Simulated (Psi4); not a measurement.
# B2PLYP/6-31G(d) (density fitting for correlation, spherical functions) run of CH4FGeN (SMILES [H]/N=[C](/F)[GeH3])

What is the vertical singlet–triplet gap of CH4FGeN at B2PLYP/6-31G* (density fitting for correlation, spherical functions)? 

Program for the calculation: Psi4 1.11.

1 further run of the same task is left out (set aside as unsound or not needed). Runs told in other sessions of the task aren't counted.

## (1) The system as given

CH4FGeN: 8 atoms, total charge 0, spin state singlet. As SMILES, `[H]/N=[C](/F)[GeH3]`. The coordinates come from a PBE0-D4/def2-TZVP relaxation.

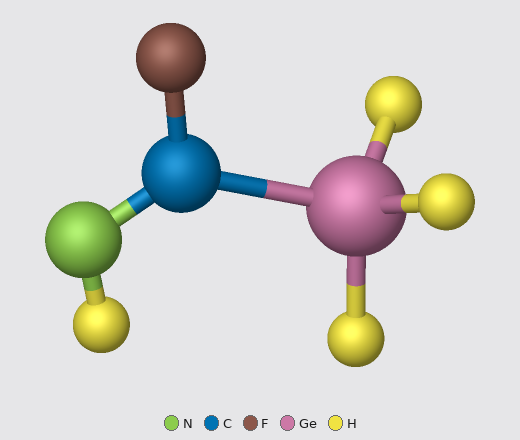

The structure, seen from a chosen angle (nitrogen green, carbon blue, fluorine brown, germanium pink, hydrogen yellow).

## (2) A single-point energy at B2PLYP/6-31G(d) (density fitting for correlation, spherical functions)

The input, input.in:

```
memory 2200 MB

molecule {
  0 1
  N      1.895900     0.222300    -0.348500
  C      0.908100     0.027300     0.385600
  F      1.137400    -0.127100     1.702400
  Ge    -1.019900    -0.103800    -0.035500
  H      1.617200     0.325400    -1.319900
  H     -1.766200     1.006900     0.710300
  H     -1.149700     0.071600    -1.553900
  H     -1.530700    -1.479600     0.403700
  symmetry c1
}

set reference rks
set puream true
set e_convergence 1e-09
set d_convergence 1e-08
set scf_type pk
set dft_radial_points 99
set dft_spherical_points 590
set num_frozen_docc 12

e, wfn = energy("b2plyp/6-31G*", return_wfn=True)
print_variables()
```

Launch:

```bash
psi4 input.in input.out -n 1
```

input.out:

```text
[...]
  Running in c1 symmetry.
[...]
  Nuclear repulsion =  257.992179624617791
[...]
  Multiplicity = 1
[...]
  Nalpha       = 29
  Nbeta        = 29
[...]
    Number of basis functions: 82
[...]
   @RKS iter   1: -2269.57842729896129   -2.51242e+00   3.16390e-02 DIIS/ADIIS
[...]
   @RKS iter  12: -2270.99489574090194   -1.18234e-11   6.44602e-09 DIIS
[...]
    Orbital Energies [Eh]
    ---------------------
    Doubly Occupied:
       1A   -401.479331     2A    -50.815383     3A    -45.157806
       4A    -45.157591     5A    -45.157565     6A    -25.373741
       7A    -14.849099     8A    -10.747811     9A     -6.662835
      10A     -4.751895    11A     -4.751312    12A     -4.751117
      13A     -1.410903    14A     -1.409642    15A     -1.409210
      16A     -1.406497    17A     -1.406411    18A     -1.389914
      19A     -1.048598    20A     -0.726672    21A     -0.669239
      22A     -0.592348    23A     -0.558075    24A     -0.538708
      25A     -0.458323    26A     -0.423342    27A     -0.417173
      28A     -0.370913    29A     -0.339959
[...]
  @RKS Final Energy: -2270.99489574090194
   => Energetics <=
    Nuclear Repulsion Energy =            257.9921796246177905
    One-Electron Energy =               -3674.6605456616548508
    Two-Electron Energy =                1194.8766576074951899
    DFT Exchange-Correlation Energy =     -49.2031873113603027
    Empirical Dispersion Energy =           0.0000000000000000
    VV10 Nonlocal Energy =                  0.0000000000000000
    Total Energy =                      -2270.9948957409023933
[...]
 Multipole Moments:
 ------------------------------------------------------------------------------------
     Multipole            Electronic (a.u.)      Nuclear  (a.u.)        Total (a.u.)
 ------------------------------------------------------------------------------------
 L = 1.  Multiply by 2.5417464519 to convert [e a0] to [Debye]
 Dipole X            :         -5.8589126            4.8042873           -1.0546254
 Dipole Y            :         -0.6750890            0.6620271           -0.0130619
 Dipole Z            :          0.7721626           -1.4420851           -0.6699226
 Magnitude           :                                                    1.2494805
[...]
```

Wall time 9.3 s (1 thread of Intel Xeon 6975P-C (Granite Rapids), shared host); peak memory 1.1 GiB.

## (3) The triplet at the same level

The input, ch4fgen.xyz:

```xyz
8
CH4FGeN
N      1.895900     0.222300    -0.348500
C      0.908100     0.027300     0.385600
F      1.137400    -0.127100     1.702400
Ge    -1.019900    -0.103800    -0.035500
H      1.617200     0.325400    -1.319900
H     -1.766200     1.006900     0.710300
H     -1.149700     0.071600    -1.553900
H     -1.530700    -1.479600     0.403700
```

The input, run_ase.py:

```python
import numpy as np
from ase.calculators.psi4 import Psi4
from ase.io import read

mol = read('ch4fgen.xyz')
calc = Psi4(atoms=mol, method='b2plyp', basis='6-31G*', memory='2200MB', num_threads=1, charge=0, multiplicity=3, label='psi4-calc', reference='uks')
calc.psi4.set_options({'puream': True, 'e_convergence': 1e-09, 'd_convergence': 1e-08, 'scf_type': 'pk', 'dft_radial_points': 99, 'dft_spherical_points': 590, 'num_frozen_docc': 12, 'maxiter': 100})
mol.calc = calc

print(f'energy: {mol.get_potential_energy():.6f} eV')
```

Launch:

```bash
python run_ase.py
```

psi4-calc.dat:

```text
[...]
  Running in c1 symmetry.
[...]
  Nuclear repulsion =  257.992179624617791
[...]
  Multiplicity = 3
[...]
  Nalpha       = 30
  Nbeta        = 28
[...]
    Number of basis functions: 82
[...]
   @UKS iter   1: -2269.47763356306996   -2.41163e+00   3.11820e-02 DIIS/ADIIS
[...]
   @UKS iter  16: -2270.81816141736772   -3.18323e-12   7.34863e-09 DIIS
[...]
   @S^2 Observed:                2.011867756E+00
[...]
    Orbital Energies [Eh]
    ---------------------
    Alpha Occupied:
       1A   -401.472794     2A    -50.807937     3A    -45.150881
       4A    -45.150174     5A    -45.149966     6A    -25.353800
       7A    -14.898716     8A    -10.695211     9A     -6.655858
      10A     -4.746156    11A     -4.744156    12A     -4.743331
      13A     -1.404478    14A     -1.403005    15A     -1.402820
      16A     -1.399328    17A     -1.398707    18A     -1.372900
      19A     -1.088343    20A     -0.737217    21A     -0.670507
      22A     -0.597618    23A     -0.561438    24A     -0.558740
      25A     -0.489697    26A     -0.442213    27A     -0.412069
      28A     -0.410380    29A     -0.387347    30A     -0.155056
    Alpha Virtual:
[...]
  @UKS Final Energy: -2270.81816141736772
   => Energetics <=
    Nuclear Repulsion Energy =            257.9921796246177905
    One-Electron Energy =               -3674.8673761382974590
    Two-Electron Energy =                1195.2764826070751951
    DFT Exchange-Correlation Energy =     -49.2194475107629117
    Empirical Dispersion Energy =           0.0000000000000000
    VV10 Nonlocal Energy =                  0.0000000000000000
    Total Energy =                      -2270.8181614173677190
  UHF NO Occupations:
  HONO-2 :   28  A 1.9970156
  HONO-1 :   29  A 1.0000000
[...]
 Multipole Moments:
 ------------------------------------------------------------------------------------
     Multipole            Electronic (a.u.)      Nuclear  (a.u.)        Total (a.u.)
 ------------------------------------------------------------------------------------
 L = 1.  Multiply by 2.5417464519 to convert [e a0] to [Debye]
 Dipole X            :         -5.1870958            4.8042873           -0.3828086
 Dipole Y            :         -0.5824090            0.6620271            0.0796181
 Dipole Z            :          0.5650547           -1.4420851           -0.8770304
 Magnitude           :                                                    0.9602415
[...]
```

Standard output:

```text
energy: -61798.049455 eV
```

Run time: 17 s. Hardware: 1 thread of Intel Xeon 6975P-C (Granite Rapids), shared host; peak memory 1.2 GiB.

## (4) Summary of results

At B2PLYP/6-31G* (density fitting for correlation, spherical functions), 12 core orbitals frozen:

| quantity | value |
| --- | --- |
| singlet: total energy | -2271.22612 Eh |
| singlet: HOMO energy (SCF part's orbitals) | -9.25 eV |
| singlet: LUMO energy (SCF part's orbitals) | 1.31 eV |
| singlet: HOMO–LUMO gap (SCF part's orbitals) | 10.56 eV |
| triplet: total energy | -2271.03645 Eh |
| triplet: HOMO energy (SCF part's orbitals) (highest over α and β) | -4.22 eV |
| triplet: LUMO energy (SCF part's orbitals) (lowest over α and β) | -3.16 eV |
| triplet: ⟨S²⟩ | 2.012 |
| vertical energy of the triplet above the singlet | 5.161 eV |

**Reading.** At this shape the triplet lies 5.16 eV (119 kcal/mol) above the singlet.
